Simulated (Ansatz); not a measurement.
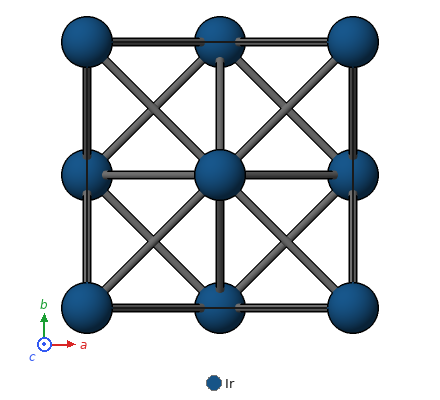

Ir (Fm-3m, No. 225): the input geometry of an electronic-structure calculation (not necessarily at equilibrium).

```
CELL_PARAMETERS angstrom
3.93680 0.00000 0.00000
0.00000 3.93680 0.00000
0.00000 0.00000 3.93680
ATOMIC_POSITIONS crystal
Ir 0.00000 0.00000 0.00000
Ir 0.00000 0.50000 0.50000
Ir 0.50000 0.00000 0.50000
Ir 0.50000 0.50000 0.00000
```

> What will a dark-field STEM-like image along [001] show? The image is simulated as a sum over atoms of Z^1.8, blurred by a 1.14 Å probe (no channelling). Shot noise and a slight drift were added.

The columns repeat on a square net with a repeat of 1.97 Å (plane group p4mm). All columns are alike (Ir). The shortest distance between visible columns is 1.97 Å in projection. Along the beam the structure repeats every 3.94 Å.

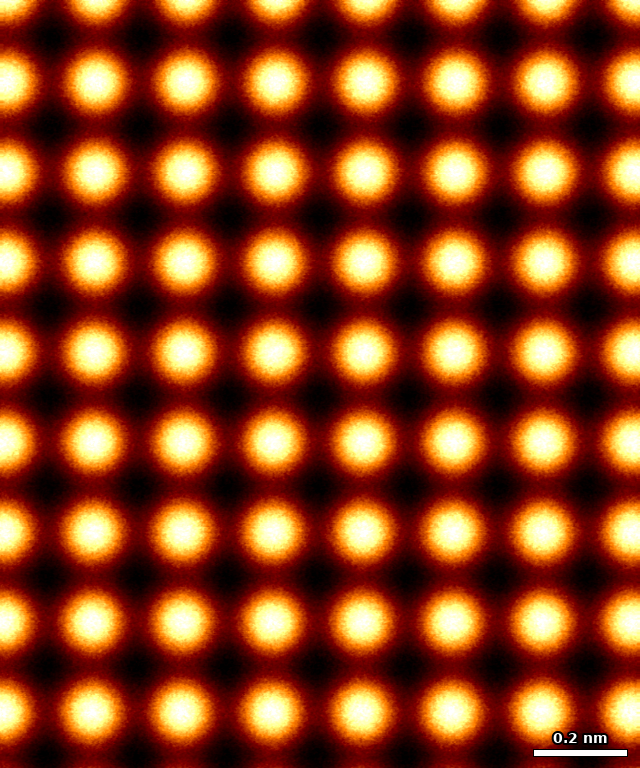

The simulated image.
